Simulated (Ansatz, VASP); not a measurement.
# Y (Y(0001)) in two plane-wave programs

One calculation is typed for both programs; each brings its own data sets and cutoff. How far apart do they land?

Method: plane waves, with VASP 6.6.1 beside it; band structure at PBE, in Ansatz 0.2.0.

## Step 1: The structure

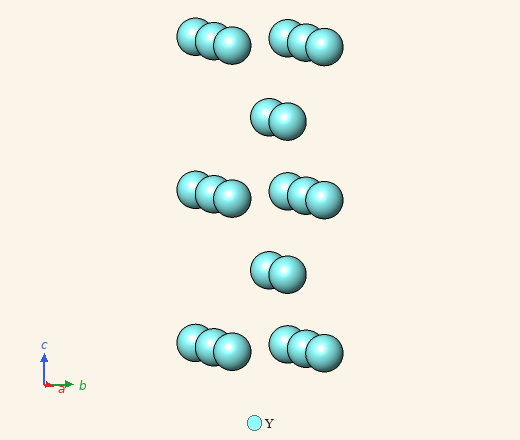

Start, viewed from the side, with the c axis up; yttrium light teal. 2×1×1 cells are drawn. Some periodic images of atoms are drawn too.

The cell holds 5 atoms: 5 Y. Its edges and angles: a = 3.650 Å, b = 3.650 Å, c = 29.468 Å, α = 90.0°, β = 90.0°, γ = 60.0°. Vacuum lies along c.

## Step 2: Ansatz: band structure, PBE

Ansatz runs on its default PAW (the set named soft_2) files.

Levels along a path test the potential and the projectors away from the mesh points.

Contents of input.yaml:

```yaml
crystal:
  lattice:
    - [3.65, 0.0, 0.0]
    - [1.825, 3.1609927238, 0.0]
    - [0.0, 0.0, 29.4683]
  atoms:
    - { symbol: "Y", position: [0.0, 0.0, 0.3054129353] }
    - { symbol: "Y", position: [0.6666666667, 0.6666666667, 0.4027064676] }
    - { symbol: "Y", position: [0.0, 0.0, 0.5] }
    - { symbol: "Y", position: [0.6666666667, 0.6666666667, 0.5972935324] }
    - { symbol: "Y", position: [0.0, 0.0, 0.6945870647] }
hamiltonian:
  xc: pbe
  pseudopotentials: { kind: paw }
kpoints:
  mp_grid: { grid: [18, 18, 1] }
  band_path:
    path:
      - [0.0, 0.0, 0.0]
      - [0.0, -0.03846, 0.0]
      - [0.0, -0.07692, 0.0]
      - [0.0, -0.15385, 0.0]
      - [0.0, -0.19231, 0.0]
      - [0.0, -0.26923, 0.0]
      - [0.0, -0.30769, 0.0]
      - [0.0, -0.34615, 0.0]
      - [0.0, -0.42308, 0.0]
      - [0.0, -0.46154, 0.0]
      - [0.0, -0.5, 0.0]
      - [0.02564, -0.48718, 0.0]
      - [0.05128, -0.47436, 0.0]
      - [0.10256, -0.44872, 0.0]
      - [0.12821, -0.4359, 0.0]
      - [0.17949, -0.41026, 0.0]
      - [0.20513, -0.39744, 0.0]
      - [0.25641, -0.37179, 0.0]
      - [0.28205, -0.35897, 0.0]
      - [0.30769, -0.34615, 0.0]
      - [0.33333, -0.33333, 0.0]
      - [0.30769, -0.30769, 0.0]
      - [0.25641, -0.25641, 0.0]
      - [0.23077, -0.23077, 0.0]
      - [0.20513, -0.20513, 0.0]
      - [0.15385, -0.15385, 0.0]
      - [0.12821, -0.12821, 0.0]
      - [0.07692, -0.07692, 0.0]
      - [0.05128, -0.05128, 0.0]
      - [0.0, 0.0, 0.0]
    npoints: 1
scf:
  occupations: { method: fermi_dirac, width: 0.1 }
  n_extra_bands: 8
efield:
  axis: 3
  dipole_correction: true
  ramp_width: 0.04
output:
  forces: true
  eigenvalues: true
  write_density: true
  write_potential: true
  elf: true
  volumetric_format: npy
```

Run with:

```bash
$ ansatz run input.yaml --threads 2 --pin off --max-ram 4608MiB --backend cpu --events-out ev --progress --plain --runs-dir out
```

Numbers of over 12 decimals in the logs are rounded to 6 here.

The log of the run:

```text
scf.n_extra_bands = 8 over 28 filled bands (N_el = 55.0): the run solves 36 bands
Engine: ansatz 0.2.0, x86_64-unknown-linux-gnu
Pseudopotentials: kind: paw
Pseudopotential: Y, paw, valence charge 11, recommended cutoff 420 eV (normal), Y.paw.azcp
Functional definition: PBE
  parameter kappa = 0.804
  parameter beta = 0.066725
  exchange = pbe_x(kappa = kappa, mu = beta*pi^2/3)
  correlation = pbe_c(beta = beta)
Crystal: 5 atoms, lattice volume = 339.994 Å³
Basis set: ecut = 420 eV, 6519 PW (Γ), exchange–correlation on 50×50×400 points (8 copies of the dense FFT grid, shifted against one another)
Bands: 36, of which v1, the nominal top of the filled ones, is band 28 counted from 1 (27 counted from 0)
Symmetry: 6 space group operations
k-points: 37 of 324 (time reversal used)
Non-local potential: Y, projectors of the file, l = 0: 3, l = 1: 2, l = 2: 2, l = 3: 1
PAW form: soft (Blöchl's): semilocal exchange-correlation on the pseudo side does not see the compensation charge
PAW one-centre angular grid: Y, 590 points (default); XC on 64 Gauss nodes
Initial density: superposition of atomic densities (neutral atoms: chi_scale 0, normalization atom), corrected by the library's trained network
Initial wavefunctions: pseudopotential atomic-orbital guess
Functional: x = pbe(κ = 0.804, μ = 0.219515), c = pbe(β = 0.066725)
SCF iter   1: F=—  HF=-19242.079114 eV  |F-HF|=—  |Δ(HF+E_count)|=         —  Δρ=2.75e-3  dr2=8.05e-1  ethr=1.77e-3  p=0.000 e·Å  D=1.27e-13 V/Å  ΔV_dip=-0.00 eV  dr2_dipole=4.20e-7  V_vac-E_F(+/−)=2.98/2.98 eV  ⟨swp⟩=8.1  Hψ=5777  notcnv=0
efield: sawtooth ramp at fractional position 0.9800 (placed from the atoms, in the widest stretch of the axis that holds none; the zero of the levels goes with the place), width 0.0400; the density the first Hamiltonian is built on has a dipole p = 0.000 e·Å; the dipole correction subtracts the counter field D = 1.27e-13 V/Å, which shifts the + side's vacuum level by -0.00 eV against the − side's; the planar-averaged density in the ramp window peaks in size at 2.2e-5 e/Å³
preconditioner: auto → LDOS  [metal: Δε(μ)=0.002 eV  Ē_g=2.119 eV  σ=0.100 eV  W_gap=0.01  n_scr=36 (ndim 8)  ℏωp=7.8 eV  f_vac=0.446  D(μ)=12.12/eV (n_scr^D=112)  β→1.0]
SCF iter   2: F=—  HF=-19242.065776 eV  |F-HF|=—  |Δ(HF+E_count)|=   1.33e-2  Δρ=9.20e-4  dr2=1.10e-2  ethr=1.46e-3  p=0.000 e·Å  D=1.08e-5 V/Å  ΔV_dip=-0.00 eV  dr2_dipole=1.20e-6  V_vac-E_F(+/−)=3.25/3.25 eV  ⟨swp⟩=1.0  Hψ=1628  notcnv=0
SCF iter   3: F=—  HF=-19242.066053 eV  |F-HF|=—  |Δ(HF+E_count)|=   2.77e-4  Δρ=5.38e-4  dr2=7.18e-3  ethr=2.00e-5  p=-0.000 e·Å  D=-3.54e-6 V/Å  ΔV_dip=0.00 eV  dr2_dipole=2.10e-8  V_vac-E_F(+/−)=3.31/3.31 eV  ⟨swp⟩=2.0  Hψ=2192  notcnv=0
SCF iter   4: F=—  HF=-19242.065585 eV  |F-HF|=—  |Δ(HF+E_count)|=   4.68e-4  Δρ=1.51e-4  dr2=2.19e-4  ethr=1.31e-5  p=-0.000 e·Å  D=-4.09e-7 V/Å  ΔV_dip=0.00 eV  dr2_dipole=3.01e-10  V_vac-E_F(+/−)=3.33/3.33 eV  ⟨swp⟩=2.1  Hψ=1971  notcnv=0
SCF iter   5: F=—  HF=-19242.065597 eV  |F-HF|=—  |Δ(HF+E_count)|=   1.17e-5  Δρ=4.86e-5  dr2=3.45e-5  ethr=3.99e-7  p=0.000 e·Å  D=3.78e-7 V/Å  ΔV_dip=-0.00 eV  dr2_dipole=7.17e-9  V_vac-E_F(+/−)=3.36/3.36 eV  ⟨swp⟩=2.1  Hψ=2198  notcnv=0
SCF iter   6: F=—  HF=-19242.065526 eV  |F-HF|=—  |Δ(HF+E_count)|=   7.08e-5  Δρ=2.07e-5  dr2=6.91e-6  ethr=6.27e-8  p=-0.000 e·Å  D=-4.13e-7 V/Å  ΔV_dip=0.00 eV  dr2_dipole=1.33e-11  V_vac-E_F(+/−)=3.37/3.37 eV  ⟨swp⟩=2.9  Hψ=2369  notcnv=0
SCF iter   7: F=—  HF=-19242.065526 eV  |F-HF|=—  |Δ(HF+E_count)|=   2.31e-7  Δρ=7.03e-6  dr2=7.04e-7  ethr=1.26e-8  p=-0.000 e·Å  D=-9.78e-8 V/Å  ΔV_dip=0.00 eV  dr2_dipole=3.79e-10  V_vac-E_F(+/−)=3.37/3.37 eV  ⟨swp⟩=2.7  Hψ=1982  notcnv=0
SCF iter   8: F=-19242.065526 eV  HF=-19242.065526 eV  |F-HF|=5.32e-8  |Δ(HF+E_count)|=   6.60e-8  Δρ=2.60e-6  dr2=8.16e-8  ethr=1.82e-10  p=0.000 e·Å  D=2.84e-8 V/Å  ΔV_dip=-0.00 eV  dr2_dipole=1.86e-11  V_vac-E_F(+/−)=3.37/3.37 eV  ⟨swp⟩=12.3  Hψ=9866  notcnv=0
SCF 1 converged in 8 iterations: F = -19242.065526 eV  dr2 = 8.16e-8
  greatest PAW one-centre occupation: 0.994 electrons in one spin orbital (limit 2), on the Y atom at site 2 (counted from 0), in its partial waves of l = 0
NSCF: frozen V_eff on 30 k-points
efield: sawtooth ramp at fractional position 0.9800 (kept from the solve that this one continues, or follows in the run), width 0.0400; the density the first Hamiltonian is built on has a dipole p = 0.000 e·Å; the dipole correction subtracts the counter field D = 2.84e-8 V/Å, which shifts the + side's vacuum level by -0.00 eV against the − side's; the planar-averaged density in the ramp window peaks in size at 2.6e-7 e/Å³
WARN: The output density's exchange-correlation potential varies sharply where the density is thin. Do not read a vacuum level from v_tot or v_xc, or from such a field of the output density. On a cell that repeats whose density bears no net charge and no dipole along the vacuum's axis use v_es (v_loc + v_h of the components); under efield.dipole_correction with no amplitude use v_es + v_field, which holds any externa [...]
SCF converged after 8 iterations
Free energy (F): -19242.065526 eV
Harris-Foulkes:  -19242.065526 eV  (|F-HF|=5.32e-8)
Internal energy: -19241.698178 eV  (E = F + TS)
E sigma→0 (E₀):  -19241.881852 eV
Entropy (-TS):   -0.367348 eV (-73.470 meV/atom)
Fermi energy:    2.905513 eV
Dipole field:    D = 0.000004 V/Å  (p = 0.000008 e·Å, saw-weighted, corrected)
Work function:   Φ+ = 3.3706 eV   Φ− = 3.3707 eV
Levels:          The Fermi level and band energies are counted from a zero that moves with the ramp; work functions are not
--- Per-component energies (eV) ---
  E_band       = -969.498804
  E_kinetic    = 1518.849348
  E_local      = -34622.771569  (includes V_loc(G=0)·N_el)
  E_nonlocal   = 250.852691
  E_hartree    = 16569.423417
  E_xc         = -861.964357
  E_vxc        = -989.017094  (∫ρ·V_xc dr)
  E_paw        = -14126.726941  (= ΣΔE_a)
  E_vpaw       = -266.306297  (= ΣTr[D̂ρ^β])
  E_aug_tail   = 0.000017  (compensation charges beyond the density's cutoff)
  E_efield     = 0.000000  (sawtooth field / dipole correction)
  E_vefield    = 0.000000  (∫n·V_field dr)
  E_ewald      = 12030.639218
  E_smearing   = -0.367348  (= −TS)
  E_closure    = 0.000000  (closes the sum)
  Σ components = -19242.065526   (vs F -19242.065526, Δ=0.00e0)
--- Forces (eV/Å), atoms counted from 1 ---
  atom   1  Y     -0.00000000    -0.00000000     0.17681232
  atom   2  Y     -0.00000000     0.00000000    -0.17826060
  atom   3  Y      0.00000000    -0.00000000     0.00000170
  atom   4  Y      0.00000000     0.00000000     0.17825553
  atom   5  Y      0.00000000    -0.00000000    -0.17681022
  max |Σ_I F_I| component: 1.27e-6 eV/Å
--- Band table (eV; the first three rows and the last of 37) ---
  k-point 0: bands = [... 24 lower, 0.9116, 3.0842, 3.0878, 3.6511, 3.7206, 4.2254, 4.4647, 4.4647, ... 4 higher]
  k-point 1: bands = [... 24 lower, 0.9738, 3.0914, 3.0916, 3.5852, 3.6806, 4.2041, 4.3850, 4.3874, ... 4 higher]
  k-point 2: bands = [... 24 lower, 1.1530, 3.0826, 3.1014, 3.4093, 3.5867, 4.1132, 4.1164, 4.2144, ... 4 higher]
  k-point 36: bands = [... 24 lower, 2.3890, 2.4895, 2.4940, 2.7965, 2.8982, 3.1947, 3.3713, 3.4099, ... 4 higher]
```

The job ended after 15 s (2 threads of Intel Xeon 6975P-C (Granite Rapids), shared host; peak memory 0.75 GiB).

(Part 1 of 2 ends here.)

[Lines on the potential files, build, host, timing and source positions are cut from VASP's logs without a mark.]

[Logs are printed without paths, hosts, clocks, repeated set-up lines and the standing remarks that a program may print on its own settings, such as how far it seeks lower states.]

[Hosts, paths, dates, database ids (printed as entryN), source tags and the programs' standing remarks are cut or masked in the printed files.]
